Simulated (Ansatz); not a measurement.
System: BiCl₂.

How it was computed, with Ansatz 0.2.0: a formula put on the sites of a structure type, uncorrected energy per atom over the elements' standard states (H N O F Cl as gases), plane-wave PAW DFT, cell and atoms relaxed at 0 K and 0 GPa, spin start parallel or as listed, metals to 4 meV/atom. Level: PBE, no spin polarisation.

wave cutoff 420 eV.

The names give the starting types; a cell can relax into another structure.

Predict the formation energy of each starting structure type. The cases: marcasite type; 3R molybdenite type; cadmium chloride type.

The lowest is marcasite type, at −0.740 eV/atom; the next, cadmium chloride type, is 0.108 eV/atom higher.

```csv
starting structure type,formation energy (eV/atom),volume per atom (Å³),final space group number
marcasite type,-0.740,31.40,136
3R molybdenite type,-0.627,30.51,160
cadmium chloride type,-0.632,34.16,166
```

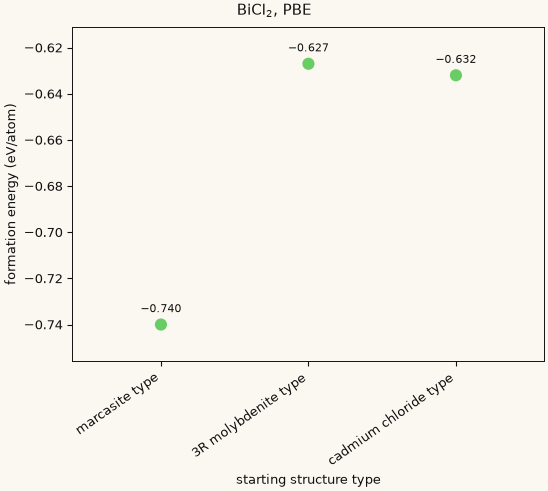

Note: no spin polarisation, a magnetic state may lie lower; weakly bound, no dispersion correction.
